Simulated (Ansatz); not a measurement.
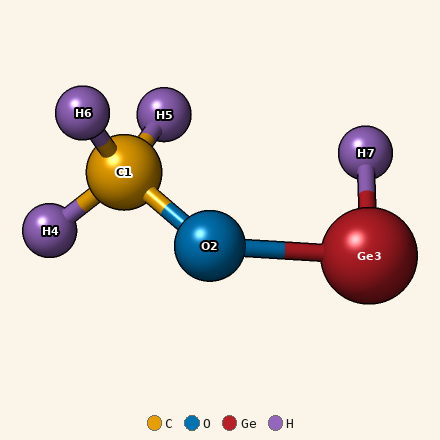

The system is CH₄GeO, SMILES C[O][GeH]; the picture shows the grid point nearest to the relaxed geometry. 
- Two internal coordinates are moved rigidly from the geometry relaxed at PBE0-D4/def2-TZVP, all others fixed.
- First axis: bond C1–O2. Second axis: bond C1–H4.
- Grid: 5 × 5 points.
- All energies are given in kJ/mol relative to the lowest grid point.
- The calculation used Ansatz, RKS PBE-D4/def2-TZVPP.

Its coordinates:

```xyz
7

C    -0.4207    0.6627   -0.0948
O    -0.6165   -0.6650   -0.3024
Ge    0.5289   -1.9896   -0.0191
H    -0.5563    1.2141   -1.0578
H     0.5824    0.8690    0.2963
H    -1.1639    1.0335    0.6176
H     1.7255   -1.0389    0.5164
```

Range: bond C1–O2 from 1.238 to 1.969 Å; bond C1–H4 from 0.985 to 1.313 Å.

What will the energy surface look like?

Answer. The lowest grid point is at bond C1–O2 = 1.358 Å, bond C1–H4 = 1.118 Å. The bottom of the well lies between grid points, at about bond C1–O2 = 1.424 Å, bond C1–H4 = 1.101 Å, about 7.3 kJ/mol lower on the interpolated surface. It is the only kind of minimum in the scanned range. The highest grid point, bond C1–O2 = 1.969 Å, bond C1–H4 = 1.313 Å, lies 214 kJ/mol above the lowest. Round the minimum the two coordinates are nearly uncoupled.

```
bond C1–H4 ↓, bond C1–O2 →  1.238  1.358  1.535  1.741  1.969
                     1.313    103     42     56    127    214
                     1.211     77     13     24     94    181
                     1.118     67      0      8     77    164
                     1.039     76      7     14     82    168
                     0.985     97     26     32    100    186
```

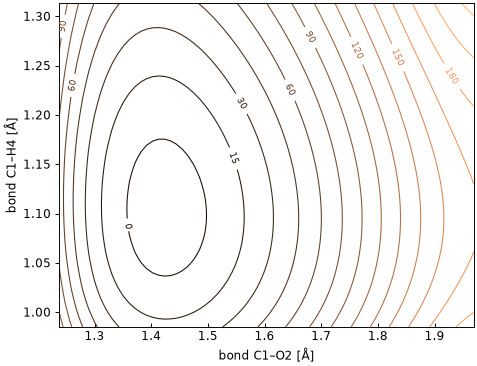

The picture shows contour lines labelled in kJ/mol. Between grid points the surface is interpolated.
